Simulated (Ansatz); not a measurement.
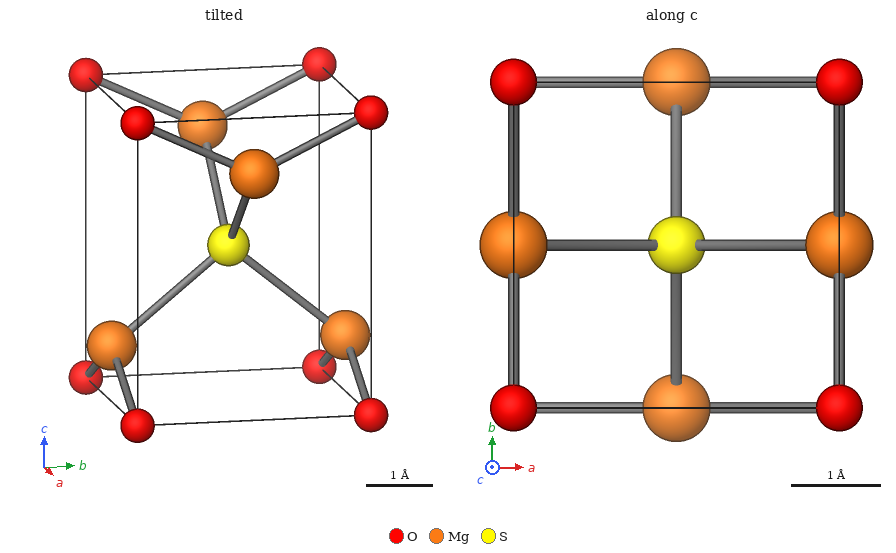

The image is a ball-and-stick drawing of a crystal, viewed slightly off an axis and along the c axis. The conventional unit cell is outlined; an atom on or near a face, edge or corner is repeated at each equivalent position.

Mg2SO, space group P-4m2 (No. 115), a = 3.675 Å, b = 3.675 Å, c = 4.751 Å, α = 90.00°, β = 90.00°, γ = 90.00°. Its origin is a structure type filled with these elements by a generator (whether the compound takes this form wasn't checked). The cell was then strained or its atoms displaced on purpose. It was run through Ansatz as a DFT input.

This one geometry was computed with Ansatz (DFT, plane waves, PAW) at three levels of theory: HSE06, r2SCAN and PBE. It was relaxed with r2SCAN and then strained.

> Which level gives the highest pressure at this volume, and what does that say about its equilibrium volume?

Highest: PBE (4.1 GPa), which points to the largest equilibrium volume. Lowest, with the smallest volume: HSE06 (2.0 GPa) and r2SCAN (2.1 GPa). Levels within 0.5 GPa of each other can't be told apart.

> How does the band gap change with the level of theory?

PBE: a gap of 1.81 eV, indirect; r2SCAN: a gap of 2.37 eV, indirect; HSE06: a gap of 2.86 eV, indirect.

> Collect the results in a table.

| level | cutoff (eV) | k-mesh of the run's cell | gap (eV) | pressure (GPa) |
| --- | --- | --- | --- | --- |
| HSE06 | 420 | 6×6×4 | 2.86 | 2.0 |
| r2SCAN | 500 | 8×8×6 | 2.37 | 2.1 |
| PBE | 420 | 8×8×6 | 1.81 | 4.1 |

Gaps are taken on the k-mesh or band path of each run.
